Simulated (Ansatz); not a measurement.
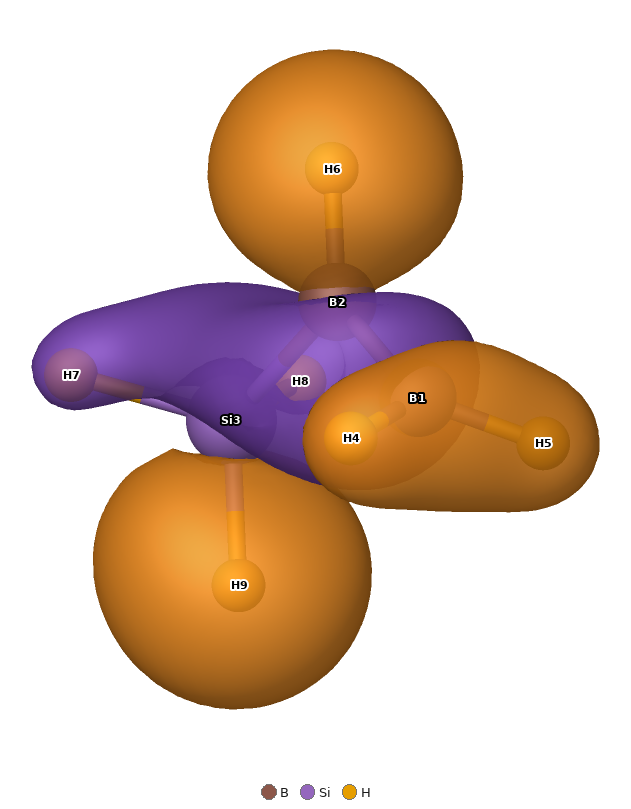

*B₂H₆Si. The HOMO−1 at ±0.08 Å⁻³ᐟ² (orange and purple are the two phases), seen at an oblique angle.*

Geometry: PBE0-D4/def2-TZVP.

Method: Ansatz 0.2.0, RKS PBE0-D4/def2-TZVPP.

```yaml
atoms:
  - { symbol: B, position_ang: [-1.2235, 0.9562, -0.7500] }
  - { symbol: B, position_ang: [0.3275, 0.5686, -0.5799] }
  - { symbol: Si, position_ang: [0.7426, -0.9030, 0.7487] }
  - { symbol: H, position_ang: [-1.9397, 0.3757, -1.5195] }
  - { symbol: H, position_ang: [-1.7557, 1.7643, -0.0387] }
  - { symbol: H, position_ang: [1.2806, 1.0335, -1.1347] }
  - { symbol: H, position_ang: [1.4455, -2.0054, 0.0334] }
  - { symbol: H, position_ang: [1.6567, -0.3565, 1.7911] }
  - { symbol: H, position_ang: [-0.4457, -1.4797, 1.4325] }
```

**Where does this orbital lie, and at what energy?**

Its weight (Hirshfeld) is mainly on B2 (about 25 %), Si3 (about 20 %), H9 (about 20 %), H6 (about 15 %) and B1 (about 10 %). Its energy is −9.19 eV.
